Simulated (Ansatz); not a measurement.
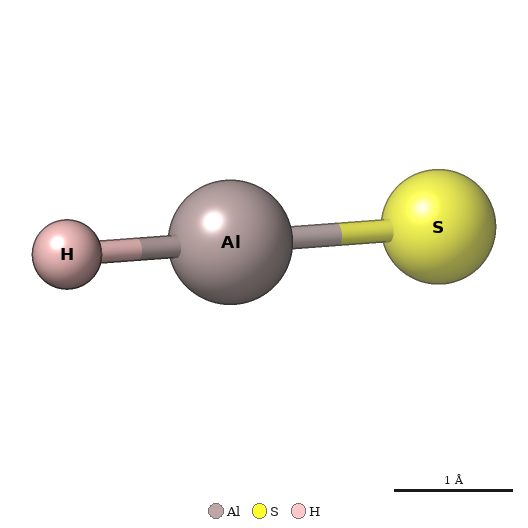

Atoms fade into the background with distance from the viewer. Computed geometry: PBE0-D4/def2-TZVP optimisation. Masses are those of the most abundant isotopes; constants are for the rigid equilibrium geometry.

Q: Classify the rotor and give the rotational constants (GHz).

A: A linear rotor (C∞v) with B = 7.72 GHz.
